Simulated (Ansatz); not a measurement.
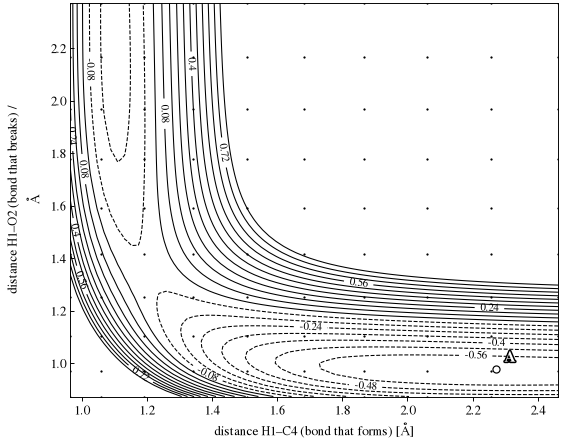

The reacting system CH7OSi (fragments H₄OSi + CH₃ where the first distance is long, CH₄ + H₃OSi where the second is long), spin multiplicity 2. 
- Coordinates scanned: (1) distance H1–C4 (bond that forms); (2) distance H1–O2 (bond that breaks).
- Relaxed at each point: all other coordinates.
- Grid: 10 × 10 points.
- Points are written as (first, second).
- All energies are given in eV relative to a guessed transition structure relaxed with its forming and breaking bonds held.
- In part of the range the unrestricted reference is strongly spin-contaminated.
- These are results of UKS PBE0-D4/def2-SVP in Ansatz 0.2.0, not measurements.

Drawn: contour lines labelled in eV (none above 0.8), dots at the grid points, the point A. Between grid points the surface is interpolated.

**Find the lowest path from A to the other arm of the map, and its barrier.**

The easiest path runs from the side where the first distance is long, (2.258 Å, 0.969 Å), to the side where the second distance is long, about (1.11 Å, 2.20 Å). Its highest point, at about (1.21 Å, 1.33 Å), lies about 0.57 eV above the start and 0.13 eV above the end on the interpolated surface.

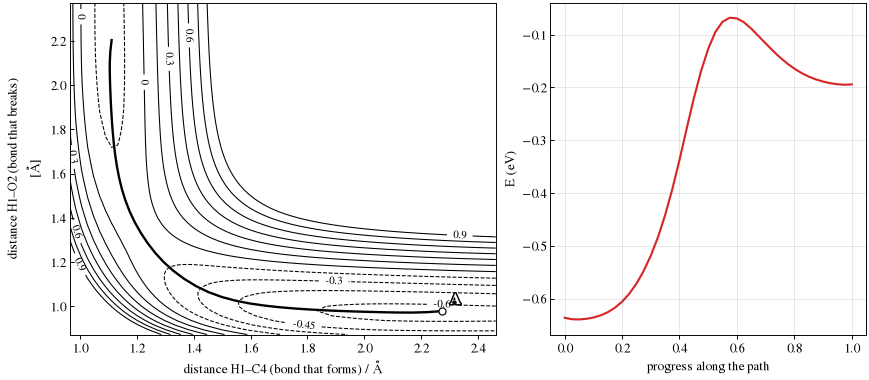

Drawn: contour lines labelled in eV (none above 0.9), a line along the lowest path, the energy along the path at the right. Between grid points the surface is interpolated.
